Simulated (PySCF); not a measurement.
# Two runs on C2H6AlNO

System: C2H6AlNO, SMILES C#[N+][AlH2-][O]C.
Method of the first run: GIAO PBE0/6-31G NMR shielding, non-relativistic, gas phase (PySCF 2.14.0).

The geometry comes from this level: PBE0-D3(BJ)/def2-SVP. Text and figures count atoms from 1; the logs count them from 0 in places.

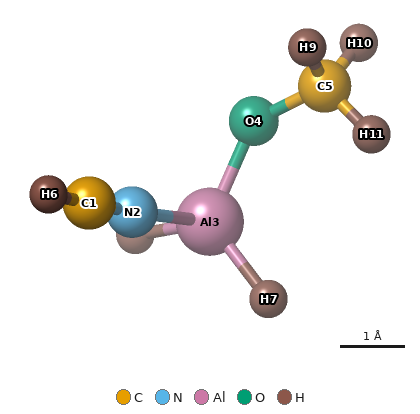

The structure (ball-and-stick view, seen at a tilt; atoms are numbered from 1 in the order of the input). Sticks mark near contacts.

## Input, the first run
```
{"job": {"kind": "nmr", "xc": "PBE0", "basis": "6-31G", "pop": true}, "charge": 0, "multiplicity": 1}
C      2.568610     1.063289    -0.437787
N      1.805502     0.214552    -0.317057
Al     0.376502    -1.287577    -0.001604
O     -0.829605    -0.350421     0.798343
C     -1.894364     0.411894     0.359691
H      3.288950     1.862277    -0.548681
H      0.114059    -1.672873    -1.532179
H      1.261496    -2.200674     0.955634
H     -1.672038     1.497710     0.407278
H     -2.788335     0.245077     0.990123
H     -2.192247     0.191891    -0.686527
```

The first line tells a small driver script what to run in PySCF; the rest is the geometry in Å.

Launched with:
```bash
OMP_NUM_THREADS=1 python <driver script> task.json out
```

Hardware: 1 CPU thread, shared host.

## Output (the first run)
```
coarse grid: 9664 points
cycle   1  E = -451.6719145413  dE =  3.989e-01  |g| = 7.732e-01  |ddm| = 2.981e+00
cycle   2  E = -450.5891131469  dE =  1.083e+00  |g| = 2.233e+00  |ddm| = 2.789e+00
cycle   3  E = -451.7945007731  dE = -1.205e+00  |g| = 2.206e-01  |ddm| = 2.372e+00
cycle   4  E = -451.7929917206  dE =  1.509e-03  |g| = 2.566e-01  |ddm| = 3.309e-01
cycle   5  E = -451.8064211556  dE = -1.343e-02  |g| = 5.011e-02  |ddm| = 1.771e-01
cycle   6  E = -451.8070313288  dE = -6.102e-04  |g| = 7.084e-03  |ddm| = 4.297e-02
cycle   7  E = -451.8070423170  dE = -1.099e-05  |g| = 2.287e-03  |ddm| = 8.651e-03
cycle   8  E = -451.8070437251  dE = -1.408e-06  |g| = 5.349e-04  |ddm| = 2.565e-03
final grid: 88744 points
cycle   9  E = -451.7592415772  dE = -5.733e-06  |g| = 7.357e-03  |ddm| = 1.311e-02
cycle  10  E = -451.7592322576  dE =  9.320e-06  |g| = 1.031e-02  |ddm| = 1.261e-02
cycle  11  E = -451.7592531617  dE = -2.090e-05  |g| = 1.246e-03  |ddm| = 8.018e-03
cycle  12  E = -451.7592535264  dE = -3.647e-07  |g| = 1.660e-04  |ddm| = 1.255e-03
cycle  13  E = -451.7592535310  dE = -4.585e-09  |g| = 1.112e-04  |ddm| = 1.850e-04
cycle  14  E = -451.7592535334  dE = -2.427e-09  |g| = 2.698e-05  |ddm| = 8.162e-05
cycle  15  E = -451.7592535336  dE = -1.901e-10  |g| = 4.056e-06  |ddm| = 2.533e-05
converged SCF energy = -451.7592535336

GIAO shielding tensors (ppm)
atom      isotropic    diamagn.    paramagn.     s11        s22        s33       span
  0 C       94.839     273.050    -178.211     11.807     16.187    256.523    244.716
  1 N       40.247     330.890    -290.643   -117.576   -112.478    350.794    468.370
  2 Al     497.500     793.627    -296.127    435.384    520.041    537.076    101.692
  3 O      315.663     398.120     -82.456    223.762    335.660    387.568    163.807
  4 C      147.405     239.266     -91.861    122.993    125.172    194.049     71.056
  5 H       28.045      27.151       0.894     23.702     23.731     36.704     13.002
  6 H       27.797      28.688      -0.891     24.656     26.446     32.289      7.633
  7 H       27.828      28.754      -0.927     24.568     26.048     32.867      8.298
  8 H       28.869      28.519       0.350     24.475     27.083     35.050     10.575
  9 H       28.588      28.092       0.496     24.185     26.503     35.077     10.892
 10 H       29.044      28.109       0.935     25.024     27.151     34.955      9.931
```

The input of the second run differs as follows (lines with − go, lines with + come):
```diff
-"basis": "6-31G"
+"basis": "STO-3G"
```

What does this change do to the results?

The total energy of the second run is 3471.8 kcal/mol higher, which measures the change of basis and not a stability. The HOMO goes from −6.73 to −2.49 eV. The LUMO goes from −1.28 to 1.54 eV. The dipole moment goes from 6.76 to 5.63 D. Of all shieldings, the largest change is that of O4, by +84.9 ppm. The SCF takes 14 iterations against 15. The basis functions go from 61 to 35.

## Output (the second run)
```
coarse grid: 9664 points
cycle   1  E = -446.0562062624  dE =  3.902e-01  |g| = 7.684e-01  |ddm| = 4.062e+00
cycle   2  E = -439.1923129621  dE =  6.864e+00  |g| = 2.998e+00  |ddm| = 5.002e+00
cycle   3  E = -445.9657177029  dE = -6.773e+00  |g| = 1.033e+00  |ddm| = 4.933e+00
cycle   4  E = -446.2387896960  dE = -2.731e-01  |g| = 2.171e-01  |ddm| = 1.044e+00
cycle   5  E = -446.2540638523  dE = -1.527e-02  |g| = 8.499e-02  |ddm| = 3.212e-01
cycle   6  E = -446.2565171466  dE = -2.453e-03  |g| = 1.334e-02  |ddm| = 1.470e-01
cycle   7  E = -446.2565719370  dE = -5.479e-05  |g| = 4.059e-03  |ddm| = 2.478e-02
cycle   8  E = -446.2565775688  dE = -5.632e-06  |g| = 6.134e-04  |ddm| = 6.357e-03
final grid: 88744 points
cycle   9  E = -446.2265343129  dE = -4.017e-06  |g| = 4.858e-03  |ddm| = 1.555e-02
cycle  10  E = -446.2265324861  dE =  1.827e-06  |g| = 5.465e-03  |ddm| = 1.388e-02
cycle  11  E = -446.2265411330  dE = -8.647e-06  |g| = 1.162e-03  |ddm| = 7.664e-03
cycle  12  E = -446.2265414663  dE = -3.333e-07  |g| = 1.664e-04  |ddm| = 1.116e-03
cycle  13  E = -446.2265414748  dE = -8.491e-09  |g| = 2.987e-05  |ddm| = 2.452e-04
cycle  14  E = -446.2265414751  dE = -2.592e-10  |g| = 6.369e-06  |ddm| = 4.594e-05
converged SCF energy = -446.2265414751

GIAO shielding tensors (ppm)
atom      isotropic    diamagn.    paramagn.     s11        s22        s33       span
  0 C      143.800     264.775    -120.975     85.743     86.867    258.791    173.048
  1 N      124.353     322.505    -198.152     15.703     20.532    336.825    321.123
  2 Al     463.440     781.682    -318.242    442.416    469.668    478.238     35.822
  3 O      400.539     380.342      20.196    283.401    443.438    474.778    191.376
  4 C      188.069     245.902     -57.833    165.671    167.280    231.255     65.584
  5 H       27.536      28.626      -1.089     22.661     22.758     37.190     14.529
  6 H       31.430      32.137      -0.706     28.635     29.829     35.827      7.192
  7 H       31.111      31.095       0.016     28.239     29.393     35.702      7.463
  8 H       31.217      31.587      -0.369     27.380     28.722     37.550     10.170
  9 H       30.967      28.854       2.112     27.216     27.711     37.973     10.756
 10 H       31.482      31.338       0.144     27.835     29.216     37.396      9.562
```

## The two runs side by side

| quantity | the first run | the second run |
| --- | --- | --- |
| outcome | converged | converged |
| total energy (hartree) | −451.759254 | −446.226541 |
| HOMO (eV) | −6.73 | −2.49 |
| LUMO (eV) | −1.28 | 1.54 |
| dipole moment (D) | 6.76 | 5.63 |
| shielding of C1 (ppm) | 94.8 | 143.8 |
| shielding of N2 (ppm) | 40.2 | 124.4 |
| shielding of Al3 (ppm) | 497.5 | 463.4 |
| shielding of O4 (ppm) | 315.7 | 400.5 |
| shielding of C5 (ppm) | 147.4 | 188.1 |
| shielding of H7 (ppm) | 27.8 | 31.4 |
| shielding of H8 (ppm) | 27.8 | 31.1 |
| SCF iterations | 15 | 14 |
| basis functions | 61 | 35 |
| wall time (shared host) | 5.1 s | 3.1 s |
